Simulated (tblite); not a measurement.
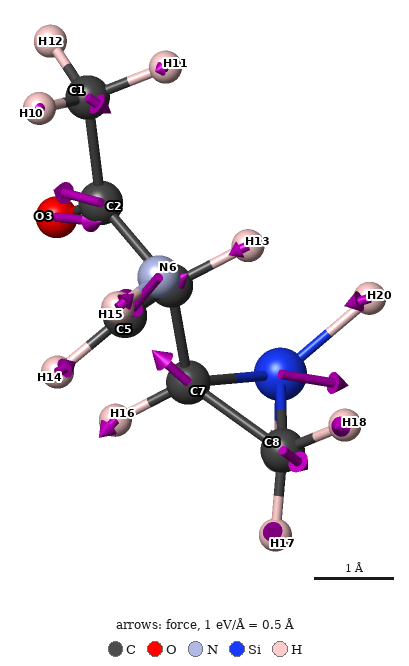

Starting geometry of C6H11NOSi with the computed forces as purple arrows. The picture is a ball-and-stick view, seen from a free direction.

The calculation used GFN2-xTB geometry optimisation, gas phase (tblite 0.8.0). 

> Is this structure relaxed? If not, where do the atoms go?

It isn't relaxed: the largest force vector, on O atoms, is 2.09 eV/Å. The final displacements have little in common with the starting forces (cosine between the two patterns 0.15). The energy falls by 0.603 eV in 159 geometry steps. The O atom moves most after the best rigid fit: 1.04 Å. By element the largest moves are O 1.04 Å, H 0.71 Å, C 0.40 Å, Si 0.19 Å, N 0.12 Å. Among the contacts that change: C–Si 1.841 → 1.889 Å, C–C 1.491 → 1.532 Å, H–Si 1.487 → 1.448 Å, C–N 1.287 → 1.256 Å. Among the angles between lasting bonds that change: C–Si–H 105.3° → 117.5°, C–Si–H 105.7° → 116.2°, Si–C–H 112.5° → 121.8°. Groups turn about C–C by about 25°, C–C by about 25°.
